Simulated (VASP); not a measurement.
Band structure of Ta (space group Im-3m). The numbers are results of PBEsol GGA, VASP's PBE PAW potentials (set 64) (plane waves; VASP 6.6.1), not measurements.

Unless said otherwise, spin-orbit coupling is left out, though it shifts the bands of the heavy elements here.

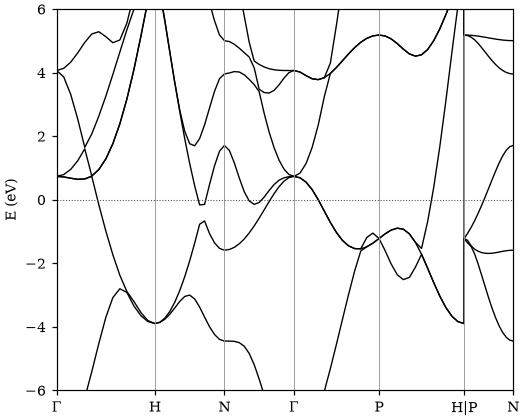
Bands along high-symmetry lines, zero at the valence-band maximum or, without a gap, the Fermi level

### Question
Read the plot: is there a gap, and where are the band edges?

### Answer
It has no gap at this level: it comes out as a metal or semimetal. (Edges off the drawn lines would not show.)

The structure comes from a measured Ta entry (Im-3m) of the Crystallography Open Database, whose conditions weren't checked. It was relaxed first.
